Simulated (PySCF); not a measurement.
## A study: Ge(OH)2Cl2 (Cl₂GeH₂O₂)

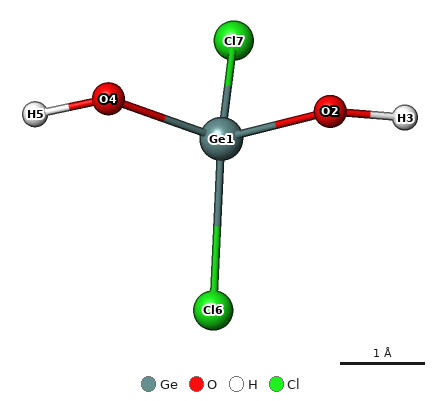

The molecule, with its atoms numbered as below. No frequency check shows the geometry to be a minimum.

Geometry (Å), atoms numbered from 1:

```
Ge1     -0.0002    0.2533   -0.0002
O2       0.0113    1.3358    1.3367
H3       0.1335    0.9889    2.2193
O4      -0.0112    1.3362   -1.3360
H5      -0.1334    0.9895   -2.2186
Cl6     -1.7515   -0.9254    0.0140
Cl7      1.7518   -0.9252   -0.0140
```

## 1. Bonding charge

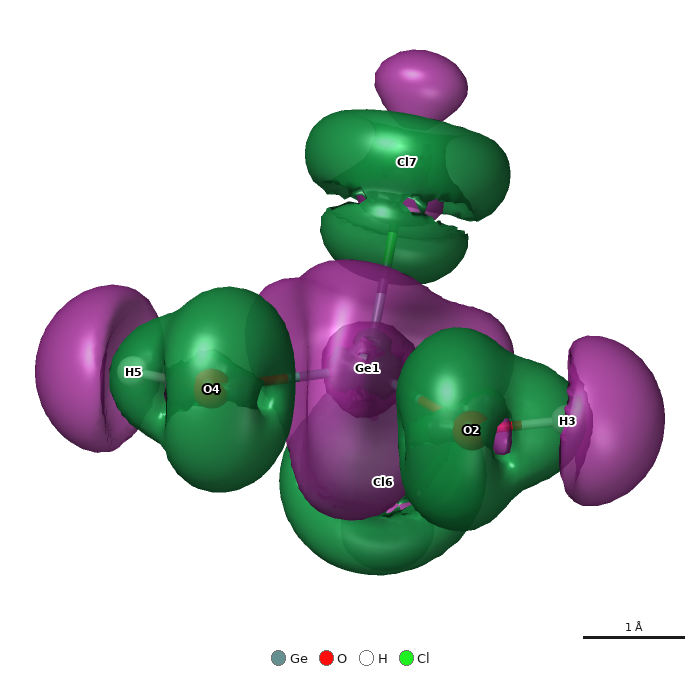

Deformation density (molecule less spherical, spin-averaged free atoms at the same positions), surfaces at ±0.04 e/Å³; green: gain, purple: loss.

Level of theory: TPSSh/aug-cc-pVDZ (PySCF), at a geometry from GFN2-xTB.

Q: Describe the bonding that the map shows.

A: O2–H3 and O4–H5: +0.80 e/Å³ at the bond critical point (bond length 0.96 Å). Ge1–Cl6 and Ge1–Cl7: +0.05 e/Å³ at the bond critical point (bond length 2.11 Å). Ge1–O4 and Ge1–O2: +0.02 e/Å³ at the bond critical point (bond length 1.72 Å); up to 0.6 Å beside the axis the gain reaches +0.22 e/Å³. In all, 1.6 electrons gather in the regions of gain relative to the promolecule. A small or negative value marks a very polar bond, one between electron-rich atoms, whose free-atom densities already overlap strongly, a long bond to a heavier atom, or a closed-shell contact such as a hydrogen bond.

Q: Where do the Hirshfeld charges lie?

A: The highest Hirshfeld charge is on Ge1 (+0.51 e), the lowest on O2 and O4 (−0.29 e).

## 2. Bond critical points

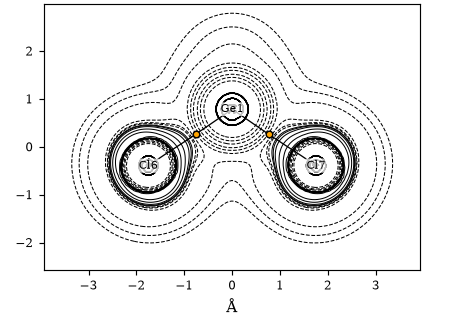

Negative Laplacian of the density (−∇²ρ) in the plane of Ge1, Cl6 and Cl7 (solid lines positive, dashed lines negative, contours at ±0.02 to ±8 a.u.), with bond paths and bond critical points (dots).

Q: Sort the bonds in the plane by the sign of ∇²ρ at their critical points.

A: At none is it concentrated. Depleted (∇²ρ > 0): Ge1–Cl6 and Ge1–Cl7 (+0.19 a.u., H = −0.054). A positive Laplacian with clearly negative H marks a strongly polar covalent bond, whose critical point lies close to the core of the less electronegative atom.

Q: Where along Ge1–Cl6 does the critical point lie?

A: 0.92 Å from Ge1 and 1.19 Å from Cl6.

## 3. Electrostatic potential

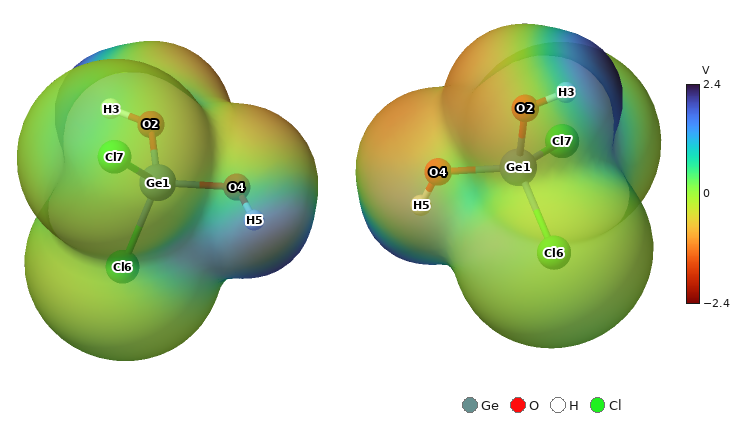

Electrostatic potential on the surface of electron density 0.001 a.u. (back view left, front view right).

Q: Where are the extremes of the potential on the surface?

A: Highest: 2.32 V, 1.2 Å from H3, and at like points elsewhere. Further maxima include 0.42 V, off the Ge1–O2 bond (2.1 Å from its atoms); 0.21 V, 2.0 Å from Cl7. Lowest: −1.02 V, 1.8 Å from O2, and at like points elsewhere. Further minima include −0.30 V, 2.1 Å from Cl7, and at like points elsewhere; −0.27 V, 2.1 Å from Cl7. The surface is sampled at points, so like sites can differ by a few per cent and only the strongest of them is named.

Q: Does Cl7 carry a σ-hole?

A: Yes: a local maximum of +0.21 V lies on the extension of the Ge1–Cl7 bond.

Q: What volume does the surface enclose, and what is the dipole moment?

A: About 123 Å³; the dipole moment is 0.7 D.

## 4. Excited states

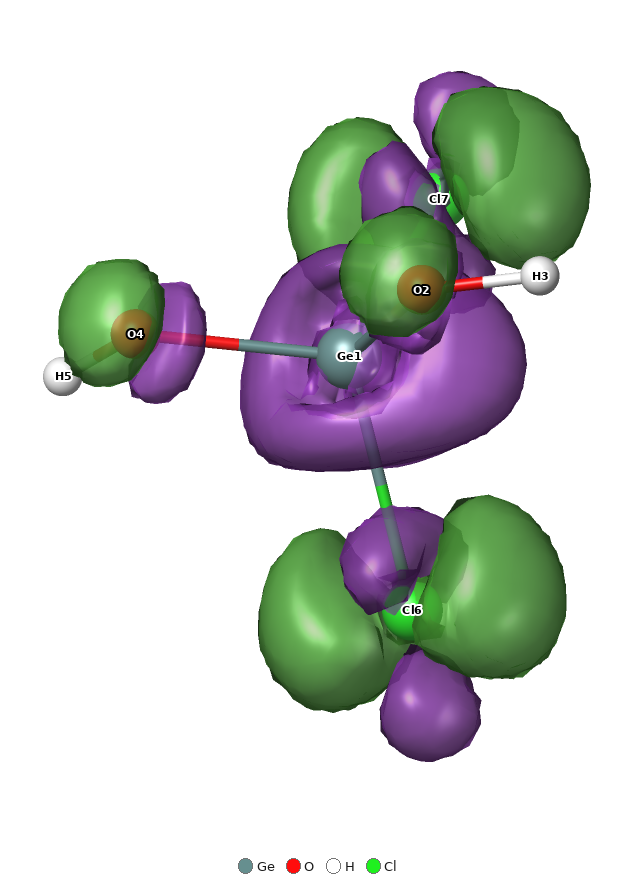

Unrelaxed difference density of S₃ less the ground state (TDA singlet states), ±0.03 e/Å³; purple: gain, green: loss.

Level of theory: PBE0/6-311G** (PySCF), at a geometry from GFN2-xTB. Without diffuse functions Rydberg states are missing, so the states' numbers hold for this basis only.

Q: How does the charge move on excitation?

A: 0.66 e is displaced in all, of which about 0.3 e passes between atoms: Cl6 and Cl7 (0.13 e each) lose electrons and Ge1 (0.27 e) gains them. The state: 7.20 eV (172 nm), f = 0.047; the leading pair carries 98 %; hole on Cl6 and Cl7 (37 % each), O2 and O4 (10 % each) and Ge1 (6 %), electron on Ge1 (33 %), Cl6 and Cl7 (24 % each) and O2 and O4 (8 % each); their centroids lie 0.1 Å apart.

The PySCF runs shown took 17 s and 110 s on 1 thread of Intel(R) Xeon(R) 6975P-C (Granite Rapids) (shared host).
